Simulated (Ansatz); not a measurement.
```xyz
8

Mo   -1.0448   -0.9017   -0.1928
Mo    1.0448    0.9017    0.1928
O     2.1837    0.7765    1.4757
O     1.3311    2.2568   -0.8271
O     0.7800   -0.7403   -0.7647
O    -0.7800    0.7403    0.7647
O    -2.1837   -0.7765   -1.4757
O    -1.3311   -2.2568    0.8271
```

Geometry: r2SCAN-D4/def2-SVP; core potentials replace the inner electrons of Mo.

Method: Ansatz 0.2.0, UKS PBE0-D4/def2-TZVP.

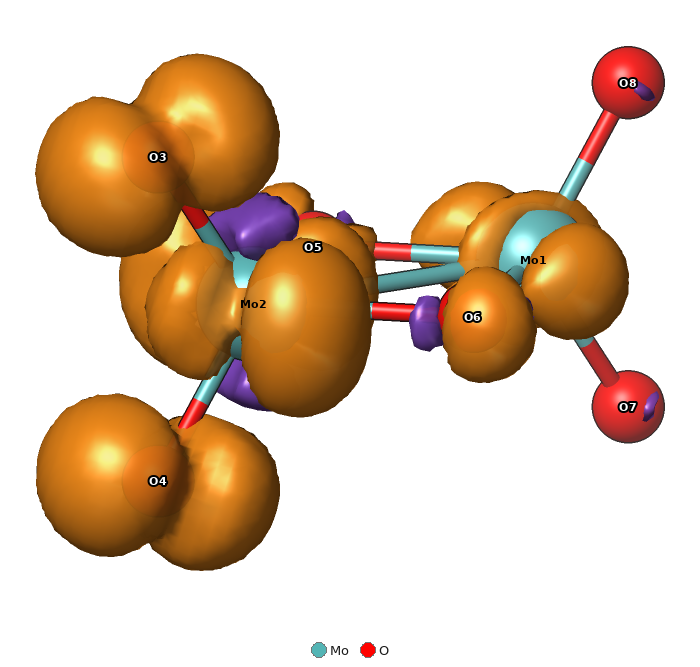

Mo2O6 (triplet). Isosurfaces of the spin density at +0.04 (orange) and −0.04 e/Å³ (purple), seen at a tilt.

### Which atoms carry the spin?

The unpaired spin (2 electrons) lies mostly on O4 (about 0.6), O3 (about 0.6), Mo2 (about 0.5) and Mo1 (about 0.2), in electrons by Hirshfeld's partition.
